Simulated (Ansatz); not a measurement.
**SiH2SeCl (SMILES Cl[SiH][SeH]) at U-wB97M-V/cc-pVDZ**

What is the electronic atomisation energy of SiH2SeCl at U-wB97M-V/cc-pVDZ? 

The calculation is run with Ansatz 0.2.0.

69 further runs of the same task are left out: 69 set aside as unsound or not needed. Runs told in other sessions of the task aren't counted.

## 1. The structure to begin with

The species is SiH2SeCl (5 atoms), meant as a doublet with charge 0. As SMILES, `Cl[SiH][SeH]`. The coordinates come from a PBE0-D4/def2-TZVP relaxation. This is one conformer, not always the lowest.

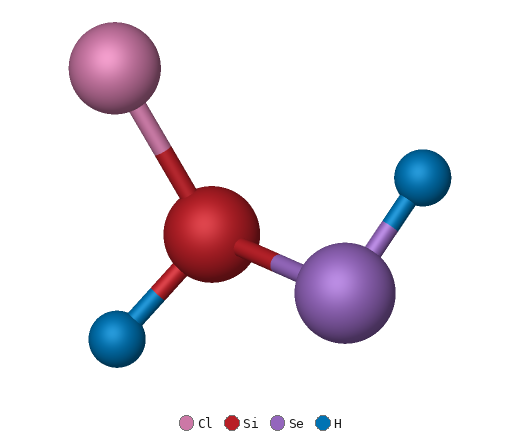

The structure, seen from a chosen angle (chlorine pink, silicon red, selenium purple, hydrogen blue).

## 2. The energy at U-wB97M-V/cc-pVDZ

File molecule.yaml:

```yaml
crystal:
  periodic: [false, false, false]
  atoms:
    - {symbol: Cl, position_ang: [-2.098500, -0.286100, 0.143900]}
    - {symbol: Si, position_ang: [-0.121800, -0.761200, -0.193900]}
    - {symbol: Se, position_ang: [1.300800, 0.972900, 0.128200]}
    - {symbol: H, position_ang: [0.283800, -1.778100, 0.815900]}
    - {symbol: H, position_ang: [0.685700, 1.778800, -0.935500]}
basis:
  gaussian: {orbitals: cc-pVDZ}
magnetization: {spin_polarized: true, initial_magnetization: 1}
hamiltonian: {xc: {name: wB97M-V}}
accuracy: high
output: {orbitals: {seedname: orbitals}}
```

Started as:

```sh
ansatz run molecule.yaml --threads 1 --pin off --max-ram 2610MiB --events-out events.jsonl --progress --plain --runs-dir runs
```

What it wrote:

```text
Warning: RAYON_NUM_THREADS=1 ignored (pool sized by the plan → 1); use --threads N
Functional definition: wB97M-V
  name "wB97M-V"
  parameter omega = 0.3/bohr
  parameter cx = 0.15
  parameter cx01 = 1.007
  parameter cx10 = 0.259
  parameter css00 = 0.443
  parameter css04 = -1.437
  parameter css10 = -4.535
  parameter css20 = -3.390
  parameter css43 = 4.278
  parameter cos00 = 1.000
  parameter cos10 = 1.358
  parameter cos20 = 2.924
  parameter cos21 = -8.812
  parameter cos60 = -1.390
  parameter cos61 = 9.142
  parameter b = 6.0
  parameter c = 0.01
  gx(w, u) = 1 - cx + cx01*u + cx10*w
  gss(w, u) = css00 + css04*u^4 + css10*w + css20*w^2 + css43*w^4*u^3
  gos(w, u) = cos00 + cos10*w + (cos20 + cos21*u)*w^2 + (cos60 + cos61*u)*w^6
  exchange = spin_sum(e_x_unif_sr(omega)*gx(b97_w, b97_u_x)) + cx*exact_x_sr(omega) + exact_x_lr(omega)
  correlation = spin_sum(e_c_pw_mod_same_spin*gss(b97_w, b97_u_same))
      + integral(e_c_pw_mod_opposite_spin*gos(b97_w_opposite, b97_u_opposite)) + vv10(b, c)
1586 factors; integrals over basis functions are off by at most 4.6e-9 eV
319 factors; integrals over basis functions are off by at most 2.2e-9 eV
mean field evaluation 1: about -85776.7581 eV, gradient 9.1e0 eV
mean field evaluation 2: about -85777.1833 eV, gradient 6.1e0 eV
mean field evaluation 4: about -85777.4208 eV, gradient 3.2e-1 eV
mean field evaluation 8: about -85777.4937 eV, gradient 6.2e-2 eV
mean field evaluation 16: about -85777.4939 eV, gradient 1.7e-4 eV
mean field -85777.49389167 eV, -3152.2647584453 hartree, gradient 5.3e-8 eV, S^2 0.752087; 0 other end points of the search recorded, 0 dependent functions left out
reference -85777.49389510 eV, -3152.2647585715 hartree; 34, 33 occupied and 39, 40 virtual orbitals, 1586 factors
Total energy: -85777.49389510 eV, -3152.2647585715 hartree
```

It took 45 s on 1 thread of Intel Xeon 6975P-C (Granite Rapids), shared host; peak memory 0.93 GiB.

## 3. The Cl atom

File in.yaml:

```yaml
crystal:
  periodic: [false, false, false]
  atoms:
    - {symbol: Cl, position_ang: [0.000000, 0.000000, 0.000000]}
basis:
  gaussian:
    orbitals: cc-pVDZ
magnetization:
  spin_polarized: true
  initial_magnetization: 1
hamiltonian:
  xc: {name: wB97M-V}
accuracy: high
```

Run the same way, it converges to -460.11775 Eh (log not shown).

## 4. The H atom, same level

File run.yaml:

```yaml
crystal:
  periodic: [false, false, false]
  atoms:
    - {symbol: H, position_ang: [0.000000, 0.000000, 0.000000]}
basis:
  gaussian: {orbitals: cc-pVDZ}
magnetization: {spin_polarized: true, initial_magnetization: 1}
hamiltonian: {xc: {name: wB97M-V}}
accuracy: high
```

Run the same way, it converges to -0.49171 Eh (log not shown).

## 5. The Se atom

File molecule.yaml:

```yaml
crystal:
  periodic: [false, false, false]
  atoms:
    - {symbol: Se, position_ang: [0.000000, 0.000000, 0.000000]}
basis:
  gaussian:
    orbitals: cc-pVDZ
magnetization:
  spin_polarized: true
  initial_magnetization: 2
hamiltonian:
  xc: {name: wB97M-V}
accuracy: high
```

Started as:

```sh
ansatz run molecule.yaml --threads 1 --pin off --max-ram 2610MiB --events-out events.jsonl --progress --plain --runs-dir runs
```

What it wrote, shortened:

```text
Warning: RAYON_NUM_THREADS=1 ignored (pool sized by the plan → 1); use --threads N
[... 2 set-up lines as earlier in the session ...]
[...]
  gx(w, u) = 1 - cx + cx01*u + cx10*w
  gss(w, u) = css00 + css04*u^4 + css10*w + css20*w^2 + css43*w^4*u^3
  gos(w, u) = cos00 + cos10*w + (cos20 + cos21*u)*w^2 + (cos60 + cos61*u)*w^6
[...]
      + integral(e_c_pw_mod_opposite_spin*gos(b97_w_opposite, b97_u_opposite)) + vv10(b, c)
260 factors; integrals over basis functions are off by at most 4.6e-9 eV
77 factors; integrals over basis functions are off by at most 6.2e-10 eV
[...]
mean field -65343.53928044 eV, -2401.3307771143 hartree, gradient 2.3e-8 eV, S^2 2.001822; 0 other end points of the search recorded, 0 dependent functions left out
reference -65343.53928233 eV, -2401.3307771839 hartree; 18, 16 occupied and 9, 11 virtual orbitals, 260 factors
Total energy: -65343.53928233 eV, -2401.3307771839 hartree
```

Run time: 4.2 s. Hardware: 1 thread of Intel Xeon 6975P-C (Granite Rapids), shared host; peak memory 0.28 GiB.

## 6. The Si atom, same level

File input.yaml:

```yaml
crystal:
  periodic: [false, false, false]
  atoms:
    - {symbol: Si, position_ang: [0.000000, 0.000000, 0.000000]}
basis:
  gaussian:
    orbitals: cc-pVDZ
magnetization:
  spin_polarized: true
  initial_magnetization: 2
hamiltonian:
  xc: {name: wB97M-V}
accuracy: high
```

Started as:

```sh
ansatz run input.yaml --threads 1 --pin off --max-ram 2610MiB --events-out events.jsonl --progress --plain --runs-dir runs
```

What it wrote, shortened:

```text
Warning: RAYON_NUM_THREADS=1 ignored (pool sized by the plan → 1); use --threads N
[... 2 set-up lines as earlier in the session ...]
[...]
  gx(w, u) = 1 - cx + cx01*u + cx10*w
  gss(w, u) = css00 + css04*u^4 + css10*w + css20*w^2 + css43*w^4*u^3
  gos(w, u) = cos00 + cos10*w + (cos20 + cos21*u)*w^2 + (cos60 + cos61*u)*w^6
[...]
      + integral(e_c_pw_mod_opposite_spin*gos(b97_w_opposite, b97_u_opposite)) + vv10(b, c)
144 factors; integrals over basis functions are off by at most 3.2e-9 eV
76 factors; integrals over basis functions are off by at most 3.5e-10 eV
[...]
mean field -7873.62499756 eV, -289.3503817255 hartree, gradient 7.8e-9 eV, S^2 2.000911; 0 other end points of the search recorded, 0 dependent functions left out
reference -7873.62499952 eV, -289.3503817977 hartree; 8, 6 occupied and 10, 12 virtual orbitals, 144 factors
Total energy: -7873.62499952 eV, -289.3503817977 hartree
```

It took 1.9 s on 1 thread of Intel Xeon 6975P-C (Granite Rapids), shared host; peak memory 0.24 GiB.

## 7. Summary of results

At U-wB97M-V/cc-pVDZ:

| quantity | value |
| --- | --- |
| molecule: total energy | -3152.26476 Eh |
| molecule: HOMO energy (highest over α and β) | -8.02 eV |
| molecule: LUMO energy (lowest over α and β) | -1.33 eV |
| molecule: ⟨S²⟩ | 0.752 |
| Cl atom: total energy | -460.11775 Eh |
| Cl atom: ⟨S²⟩ | 0.751 |
| H atom: total energy | -0.49171 Eh |
| H atom: ⟨S²⟩ | 0.750 |
| Se atom: total energy | -2401.33078 Eh |
| Se atom: ⟨S²⟩ | 2.002 |
| Si atom: total energy | -289.35038 Eh |
| Si atom: ⟨S²⟩ | 2.001 |
| electronic atomisation energy | 13.128 eV |

**Reading.** Taking the molecule apart into free atoms costs 13.13 eV (303 kcal/mol), before zero-point energy and without spin-orbit coupling.
